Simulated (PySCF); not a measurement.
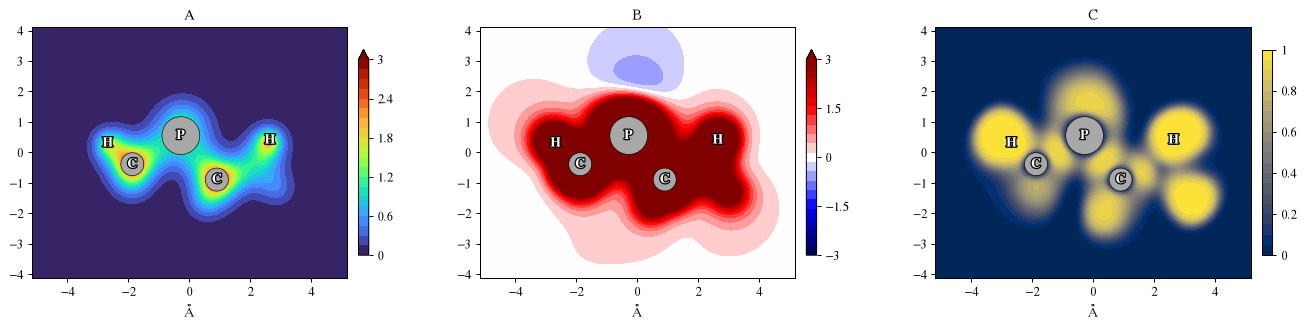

C₅H₁₁OP (SMILES CP1CCOCC1): 3 fields on the plane of atoms C1, P2 and C7, with unlabelled colour scales. Grey discs cover the atomic cores.

Geometry: GFN2-xTB.

Computed with PBE0/pcSseg-1, SCF density, gas phase, non-relativistic (PySCF 2.14.0).

Q: The panels show electron density, electron localisation function and electrostatic potential in some order. Assign them.

A: Panel A: electron density. Panel B: electrostatic potential (strongly positive close to the atoms, with negative regions outside electron-rich atoms). Panel C: electron localisation function. From the grid: C–P (1.85 Å): ρ is about 1.1 e/Å³ halfway; the ELF peaks at about 0.95 between the atoms, as expected for localised, covalent bonding. C–H (1.09 Å): ρ is about 2 e/Å³ halfway; the ELF climbs to about 1 towards the hydrogen, as it does in any bond to H (an ordinary covalent bond to hydrogen).
